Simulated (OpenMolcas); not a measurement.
**Multiconfigurational calculation for Eu²⁺**

Eu²⁺. Computed at this level: state-averaged MS-CASPT2, IPEA shift 0.25, imaginary shift 0.1 hartree, closed shells 5s 5p correlated, active space 7 electrons in the shell 4f, basis ANO-RCC-VDZP, DKH2 scalar Hamiltonian, spin-orbit coupling by RASSI with atomic mean-field integrals (OpenMolcas).

Results in brief:

- outcome: converged; degenerate states are split by up to 479 cm⁻¹
- lowest level: 4f⁷ ⁸S°₇/₂
- first excited level: 4f⁷ ⁶P°₇/₂, 31,718 cm⁻¹ (measured: 28,200)
- energy of the lowest spin-free term: −10834.82180 hartree
- energy of the lowest spin-orbit level: −10834.82509 hartree
- CASPT2 correlation energy: −0.4509 hartree
- largest spread among components of a term: 479.2 cm⁻¹
- lowest reference weight: 0.876
- hardware: 1 thread of AMD EPYC (Zen 5), 450 GiB of memory available, shared host
- wall time: 61 s

Remarks:

The components of ⁶G°, which symmetry makes degenerate, are split by 479 cm⁻¹ in CASPT2, and those of 10 more by over 50 cm⁻¹. This is an artefact; the levels of such states rest on averages and are uncertain by about as much. Limits: large blocks without multistate coupling; quartets left out, splittings of the sextets unsound; only configurations of the active space are included.

Input:
```
&GATEWAY
Coord
1

Eu 0.0 0.0 0.0
Basis=ANO-RCC-VDZP
Group=XYZ
NoMove
AngMom=0.0 0.0 0.0
AMFI
&SEWARD
&RASSCF
FileOrb=start.orb
Symmetry=2
Spin=8
nActEl=7 0 0
Inactive=15 12
Ras2=0 7
CIRoot=1 1 1
SDav=1
CIMx=300
Iter=120 100
PrWF=0.3
OrbListing=Nothing
MaxOrb=0
Atom
>>> COPY $Project.JobIph JOB001
&RASSCF
FileOrb=start.orb
Symmetry=2
Spin=6
nActEl=7 0 0
Inactive=15 12
Ras2=0 7
CIRoot=48 48 1
SDav=48
CIMx=300
Iter=120 100
PrWF=0.3
OrbListing=Nothing
MaxOrb=0
Atom
>>> COPY $Project.JobIph JOB002
&RASSCF
FileOrb=start.orb
Symmetry=2
Spin=4
nActEl=7 0 0
Inactive=15 12
Ras2=0 7
CIRoot=272 272 1
SDav=392
CIMx=300
Iter=120 100
PrWF=0.3
OrbListing=Nothing
MaxOrb=0
Atom
CIOnly
>>> COPY $Project.JobIph JOB003
&RASSCF
FileOrb=start.orb
Symmetry=2
Spin=2
nActEl=7 0 0
Inactive=15 12
Ras2=0 7
CIRoot=272 272 1
SDav=784
CIMx=300
Iter=120 100
PrWF=0.3
OrbListing=Nothing
MaxOrb=0
Atom
CIOnly
>>> COPY $Project.JobIph JOB004
&RASSI
NrOfJobIphs=3 1 48 96
1
1 2 3 4 5 6 7 8 9 10 11 12 13 14 15 16 17 18 19 20 21 22 23 24 25 26 27
28 29 30 31 32 33 34 35 36 37 38 39 40 41 42 43 44 45 46 47 48
1 2 3 4 5 6 7 8 9 10 11 12 13 14 15 16 17 18 19 20 21 22 23 24 25 26 27
28 29 30 31 32 33 34 35 36 37 38 39 40 41 42 43 44 45 46 47 48 49 50 51
52 53 54 55 56 57 58 59 60 61 62 63 64 65 66 67 68 69 70 71 72 73 74 75
76 77 78 79 80 81 82 83 84 85 86 87 88 89 90 91 92 93 94 95 96
IphNames
JOB001
JOB002
JOB003
EJob
SpinOrbit
DIPRint=1.0
SOCoupling=1000.0
Subsets=2
MEES
Property=10
'ANGMOM' 1 'ANGMOM' 2 'ANGMOM' 3 'MLTPL  1' 1 'MLTPL  1' 2 'MLTPL  1' 3
'AMFI' 1 'AMFI' 2 'AMFI' 3 'MLTPL  2' 6
SOProperty=3
'ANGMOM' 1 'ANGMOM' 2 'ANGMOM' 3
>>> COPY JOB001 $Project.JobIph
&CASPT2
Multistate=1 1
Frozen=14 9
IPEA=0.25
Imaginary=0.1
MaxIter=60
WThr=0.0 0.3 0.05
PrWF=0.5
NoMix
>>> COPY JOB002 $Project.JobIph
&CASPT2
Multistate=48 1 2 3 4 5 6 7 8 9 10 11 12 13 14 15 16 17 18 19 20 21 22
23 24 25 26 27 28 29 30 31 32 33 34 35 36 37 38 39 40 41 42 43 44 45 46
47 48
Frozen=14 9
IPEA=0.25
Imaginary=0.1
MaxIter=60
WThr=0.0 0.3 0.05
PrWF=0.5
NoMix
>>> COPY JOB003 $Project.JobIph
&CASPT2
Multistate=96 1 2 3 4 5 6 7 8 9 10 11 12 13 14 15 16 17 18 19 20 21 22
23 24 25 26 27 28 29 30 31 32 33 34 35 36 37 38 39 40 41 42 43 44 45 46
47 48 49 50 51 52 53 54 55 56 57 58 59 60 61 62 63 64 65 66 67 68 69 70
71 72 73 74 75 76 77 78 79 80 81 82 83 84 85 86 87 88 89 90 91 92 93 94
95 96
NoMult
Frozen=14 9
IPEA=0.25
Imaginary=0.1
MaxIter=60
WThr=0.0 0.3 0.05
PrWF=0.5
NoMix
```

The file start.orb holds starting orbitals from an earlier step. A driver script formed the levels outside the program, from RASSI's spin-orbit matrix and the CASPT2 energies (for multi-state variants, the effective Hamiltonian), averaged over the components of each term or state. The log and the time are those of the CASPT2 step.

Run as:
```bash
OMP_NUM_THREADS=1 MOLCAS_MEM=2252 MOLCAS_PROJECT=a pymolcas a.inp > a.log  # once for each step of the input, in one work folder
```

The program's output (extracts):
```
--- CASPT2 ---
Orbital specifications:
      -----------------------

      Symmetry species                           1   2
                                                ag  au
      Frozen orbitals                           14   9
      Inactive orbitals                          1   3
      Active orbitals                            0   7
      Secondary orbitals                        21  13
      Deleted orbitals                           0   0
      Number of basis functions                 36  32
Type of calculation                        SS-CASPT2
      Fock operator                              state-specific
      IPEA shift                                 0.25
      Real shift                                 0.00
      Imaginary shift                            0.10
      The input orbitals will be transformed to quasi-canonical
Reference energy:      -10834.3708757269
      E2 (Non-variational):      -0.4503547102
      Shift correction:          -0.0005679800
      E2 (Variational):          -0.4509226902
      Total energy:          -10834.8217984171
      Residual norm:              0.0000001801
      Reference weight:           0.88698
      Contributions to the CASPT2 correlation energy
      Active & Virtual Only:         -0.1224076537
      One Inactive Excited:          -0.1842948702
      Two Inactive Excited:          -0.1436521863
::    CASPT2 Root  1     Total energy: -10834.82179842
--- CASPT2 ---
Orbital specifications:
      -----------------------

      Symmetry species                           1   2
                                                ag  au
      Frozen orbitals                           14   9
      Inactive orbitals                          1   3
      Active orbitals                            0   7
      Secondary orbitals                        21  13
      Deleted orbitals                           0   0
      Number of basis functions                 36  32
Type of calculation                        MS-CASPT2
      Fock operator                              state-specific
      IPEA shift                                 0.25
      Real shift                                 0.00
      Imaginary shift                            0.10
      The input orbitals will be transformed to quasi-canonical
Reference energy:      -10834.2019234744
      E2 (Non-variational):      -0.4712059528
      Shift correction:          -0.0008424685
      E2 (Variational):          -0.4720484213
      Total energy:          -10834.6739718958
      Residual norm:              0.0000001771
      Reference weight:           0.87727
      Contributions to the CASPT2 correlation energy
      Active & Virtual Only:         -0.1406525395
      One Inactive Excited:          -0.1858049978
      Two Inactive Excited:          -0.1447484156
Reference energy:      -10834.2019234744
      E2 (Non-variational):      -0.4712324403
      Shift correction:          -0.0008280546
      E2 (Variational):          -0.4720604949
      Total energy:          -10834.6739839693
      Residual norm:              0.0000001797
      Reference weight:           0.87738
      Contributions to the CASPT2 correlation energy
      Active & Virtual Only:         -0.1406415432
      One Inactive Excited:          -0.1858435040
      Two Inactive Excited:          -0.1447473931
::    CASPT2 Root  1     Total energy: -10834.67397190
::    CASPT2 Root  2     Total energy: -10834.67398397
::    CASPT2 Root  3     Total energy: -10834.67387274
::    CASPT2 Root  4     Total energy: -10834.65382327
::    CASPT2 Root  5     Total energy: -10834.65367226
::    CASPT2 Root  6     Total energy: -10834.65368311
::    CASPT2 Root  7     Total energy: -10834.65382398
::    CASPT2 Root  8     Total energy: -10834.65380310
::    CASPT2 Root  9     Total energy: -10834.65388498
::    CASPT2 Root 10     Total energy: -10834.65379338
::    CASPT2 Root 11     Total energy: -10834.65386740
::    CASPT2 Root 12     Total energy: -10834.65362152
::    CASPT2 Root 13     Total energy: -10834.65382213
::    CASPT2 Root 14     Total energy: -10834.65368974
::    CASPT2 Root 15     Total energy: -10834.65398078
::    CASPT2 Root 16     Total energy: -10834.65378452
::    CASPT2 Root 17     Total energy: -10834.63991252
::    CASPT2 Root 18     Total energy: -10834.63980867
::    CASPT2 Root 19     Total energy: -10834.63990888
::    CASPT2 Root 20     Total energy: -10834.63976031
::    CASPT2 Root 21     Total energy: -10834.63975805
::    CASPT2 Root 22     Total energy: -10834.57649579
::    CASPT2 Root 23     Total energy: -10834.57649359
::    CASPT2 Root 24     Total energy: -10834.57636120
::    CASPT2 Root 25     Total energy: -10834.57620500
::    CASPT2 Root 26     Total energy: -10834.57650210
::    CASPT2 Root 27     Total energy: -10834.57629376
::    CASPT2 Root 28     Total energy: -10834.57618689
::    CASPT2 Root 29     Total energy: -10834.57651078
::    CASPT2 Root 30     Total energy: -10834.57656470
--- CASPT2 ---
Orbital specifications:
      -----------------------

      Symmetry species                           1   2
                                                ag  au
      Frozen orbitals                           14   9
      Inactive orbitals                          1   3
      Active orbitals                            0   7
      Secondary orbitals                        21  13
      Deleted orbitals                           0   0
      Number of basis functions                 36  32
Type of calculation                        SS-CASPT2
      Fock operator                              state-specific
      IPEA shift                                 0.25
      Real shift                                 0.00
      Imaginary shift                            0.10
      The input orbitals will be transformed to quasi-canonical
Reference energy:      -10834.0950815279
      E2 (Non-variational):      -0.4731243351
      Shift correction:          -0.0007910356
      E2 (Variational):          -0.4739153707
      Total energy:          -10834.5689968986
      Residual norm:              0.0000001687
      Reference weight:           0.87807
      Contributions to the CASPT2 correlation energy
      Active & Virtual Only:         -0.1428431730
      One Inactive Excited:          -0.1852033095
      Two Inactive Excited:          -0.1450778527
Reference energy:      -10834.0950815279
      E2 (Non-variational):      -0.4731246065
      Shift correction:          -0.0008000705
      E2 (Variational):          -0.4739246770
      Total energy:          -10834.5690062050
      Residual norm:              0.0000001681
      Reference weight:           0.87798
      Contributions to the CASPT2 correlation energy
      Active & Virtual Only:         -0.1428326609
      One Inactive Excited:          -0.1852174632
      Two Inactive Excited:          -0.1450744824
::    CASPT2 Root  1     Total energy: -10834.56899690
::    CASPT2 Root  2     Total energy: -10834.56900620
::    CASPT2 Root  3     Total energy: -10834.56910964
::    CASPT2 Root  4     Total energy: -10834.56894778
::    CASPT2 Root  5     Total energy: -10834.56890123
::    CASPT2 Root  6     Total energy: -10834.54914925
::    CASPT2 Root  7     Total energy: -10834.54940231
::    CASPT2 Root  8     Total energy: -10834.54948896
::    CASPT2 Root  9     Total energy: -10834.54938437
::    CASPT2 Root 10     Total energy: -10834.55021277
::    CASPT2 Root 11     Total energy: -10834.54907404
::    CASPT2 Root 12     Total energy: -10834.54910382
::    CASPT2 Root 13     Total energy: -10834.54919506
::    CASPT2 Root 14     Total energy: -10834.54895968
::    CASPT2 Root 15     Total energy: -10834.54905578
::    CASPT2 Root 16     Total energy: -10834.54906422
::    CASPT2 Root 17     Total energy: -10834.54930800
::    CASPT2 Root 18     Total energy: -10834.54927969
::    CASPT2 Root 19     Total energy: -10834.54926919
::    CASPT2 Root 20     Total energy: -10834.54931672
::    CASPT2 Root 21     Total energy: -10834.54904867
::    CASPT2 Root 22     Total energy: -10834.54945574
::    CASPT2 Root 23     Total energy: -10834.54954450
::    CASPT2 Root 24     Total energy: -10834.54947636
::    CASPT2 Root 25     Total energy: -10834.54900245
::    CASPT2 Root 26     Total energy: -10834.54910189
::    CASPT2 Root 27     Total energy: -10834.55253749
::    CASPT2 Root 28     Total energy: -10834.55260030
::    CASPT2 Root 29     Total energy: -10834.55244532
::    CASPT2 Root 30     Total energy: -10834.55247620
```

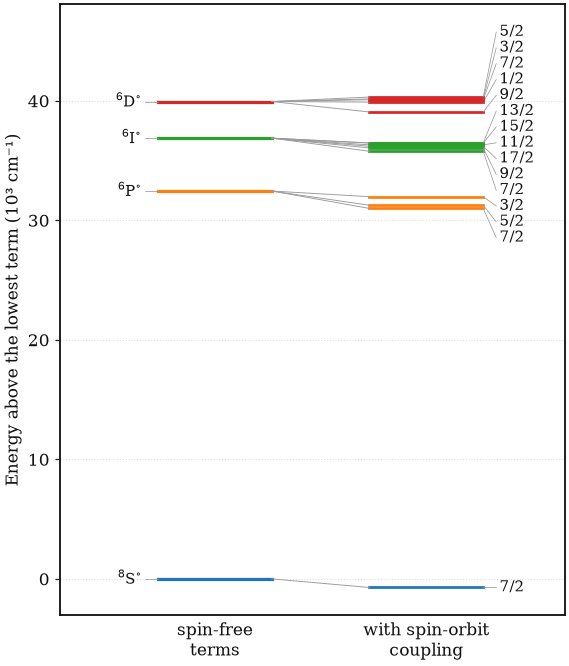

Terms of Eu²⁺ without and with spin-orbit coupling; numbers at the right are J. ⁸S° (at 0) gives the one level J = 7/2; ⁶P° (at 32,500 cm⁻¹) splits over 983 cm⁻¹ into J = 7/2, 5/2, 3/2 from the bottom up (inverted); ⁶I° (at 36,900 cm⁻¹) splits over 700 cm⁻¹ into J = 7/2, 9/2, 17/2, 11/2, 15/2, 13/2 from the bottom up (irregular); ⁶D° (at 39,900 cm⁻¹) splits over 1,250 cm⁻¹ into J = 9/2, 1/2, 7/2, 3/2, 5/2 from the bottom up (irregular). The ground level lies 723 cm⁻¹ below the lowest term.

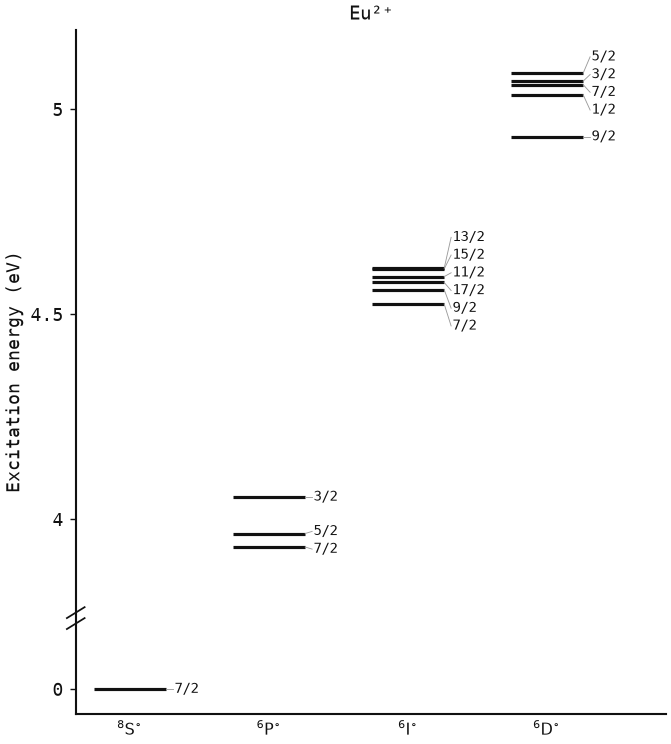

Level diagram of Eu III (Eu²⁺). The lowest level is 4f⁷ ⁸S°₇/₂. The first excited level, 4f⁷ ⁶P°₇/₂, lies at 3.93 eV. All levels drawn have odd parity, so no electric dipole line joins them. The leading LS term holds 94 % of a level on average, 98 % of the ground level. The ground level has g = 1.996. Spin-orbit coupling puts the ground level 0.0897 eV below the lowest spin-free term.

| Configuration | Level | E (eV) |
| --- | --- | --- |
| 4f⁷ | ⁸S°₇/₂ | 0 |
| 4f⁷ | ⁶P°₇/₂ | 3.932 |
| 4f⁷ | ⁶P°₅/₂ | 3.965 |
| 4f⁷ | ⁶P°₃/₂ | 4.054 |
| 4f⁷ | ⁶I°₇/₂ | 4.525 |
| 4f⁷ | ⁶I°₉/₂ | 4.560 |
| 4f⁷ | ⁶I°₁₇/₂ | 4.578 |
| 4f⁷ | ⁶I°₁₁/₂ | 4.592 |
| 4f⁷ | ⁶I°₁₅/₂ | 4.611 |
| 4f⁷ | ⁶I°₁₃/₂ | 4.612 |
| 4f⁷ | ⁶D°₉/₂ | 4.933 |
| 4f⁷ | ⁶D°₁/₂ | 5.036 |
| 4f⁷ | ⁶D°₇/₂ | 5.060 |
| 4f⁷ | ⁶D°₃/₂ | 5.069 |
| 4f⁷ | ⁶D°₅/₂ | 5.088 |
